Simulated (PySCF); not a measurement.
**C5H16N2Si2: density, localisation and related maps**

| atom | x (Å) | y (Å) | z (Å) |
| --- | --- | --- | --- |
| N | 3.8149 | 0.7635 | 0.8401 |
| Si | 3.5622 | -0.5876 | -0.2254 |
| C | 1.7534 | -1.0646 | -0.1126 |
| Si | 0.6249 | 0.4373 | -0.0371 |
| N | -0.9731 | -0.0088 | -0.5642 |
| C | -1.7386 | -1.0766 | 0.0479 |
| C | -2.9072 | -0.3767 | 0.7684 |
| C | -3.0534 | 0.9734 | 0.0346 |
| C | -1.9587 | 0.9369 | -1.0484 |
| H | 4.6444 | 1.3363 | 0.7290 |
| H | 3.5881 | 0.6653 | 1.8243 |
| H | 3.9074 | -0.1046 | -1.5977 |
| H | 4.4174 | -1.7947 | 0.0479 |
| H | 1.5942 | -1.6910 | 0.7820 |
| H | 1.4814 | -1.6783 | -0.9881 |
| H | 0.6687 | 0.9687 | 1.3713 |
| H | 1.0654 | 1.5244 | -0.9606 |
| H | -1.1197 | -1.6899 | 0.7216 |
| H | -2.1318 | -1.7583 | -0.7325 |
| H | -2.6608 | -0.2155 | 1.8285 |
| H | -3.8267 | -0.9804 | 0.7389 |
| H | -2.8798 | 1.8106 | 0.7271 |
| H | -4.0544 | 1.1153 | -0.3997 |
| H | -2.3900 | 0.5761 | -2.0037 |
| H | -1.5114 | 1.9217 | -1.2509 |

Geometry: PBE0-D3(BJ)/def2-SVP.

Method: PBE0/pcSseg-1, SCF density, gas phase, non-relativistic (PySCF 2.14.0).

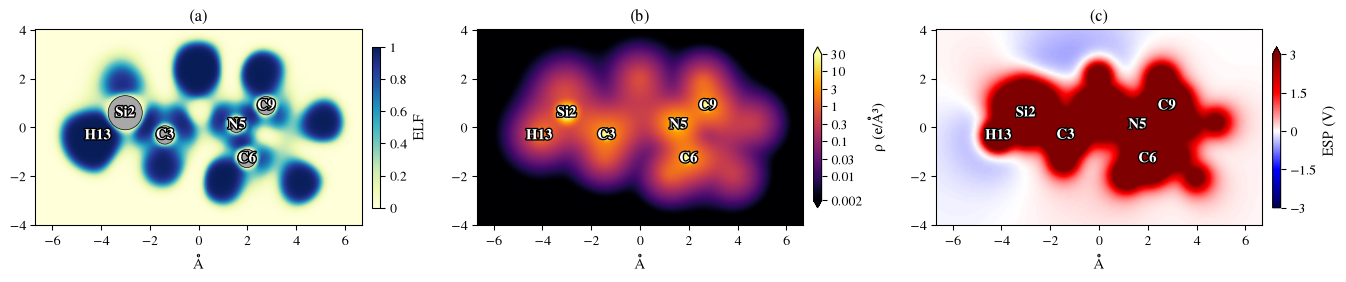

Figure 1. (a) electron localisation function; (b) electron density; (c) molecular electrostatic potential on the plane of atoms C6, N5 and C9. Grey discs cover the atomic cores in the ELF map.

> What does the map show?

Atoms in the plane: Si, C, N and H.
C–N (1.45 Å): the density is about 1.9 e/Å³ at the midpoint; the ELF peaks at about 0.90 between the atoms: a covalent bond.
C–Si (1.87 Å): ρ is about 0.94 e/Å³ halfway; the ELF peaks at about 0.95 between the atoms, as expected for localised, covalent bonding.
Si–H (1.50 Å): the density is about 0.77 e/Å³ at the midpoint; the ELF climbs to about 1 towards the hydrogen, as it does in any bond to H.
Outside the dense part of the molecule the potential is most negative (−0.5 V) near H17, which lies off the plane.

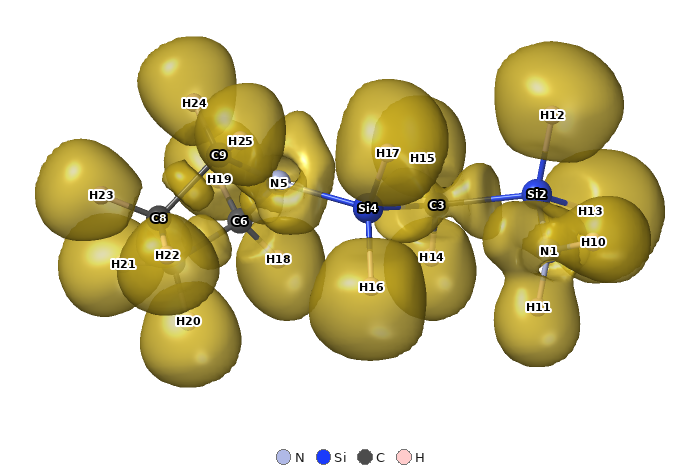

Figure 2. Isosurface of the electron localisation function at 0.75 (yellow), seen from one side. Only the valence region is drawn (cores and ρ < 0.01 e/Å³ removed).

> What do the ELF domains correspond to?

The surface consists of three regions between bonded C–C atoms (shared pairs), 14 regions around hydrogen nuclei, one region on C in which the atom's valence shell and bonds are merged, one region on N in which the atom's valence shell and bonds are merged and one joined region spread over several atoms (H, N), in which their bonds and any lone pairs are merged.


 C–C (1.54 Å): the ELF peaks at about 0.95 between the atoms: a covalent bond.

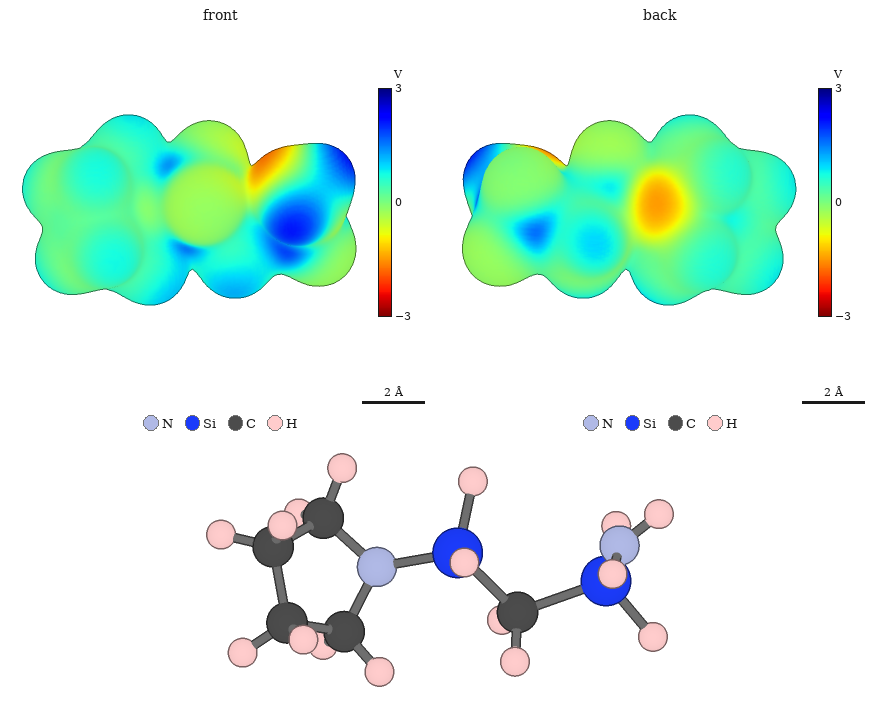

Figure 3. The electrostatic potential painted on the density surface at 0.004 e/bohr³, seen from the front and from behind; the colour scale runs from red (negative) to blue (positive). The bare structure is drawn below in the same view.

> Describe the electrostatic potential map.

The most negative region (about −1.5 V) lies over N1, the most positive (about +2.1 V) over H10 and H11. N1 is the likeliest acceptor of a hydrogen bond.
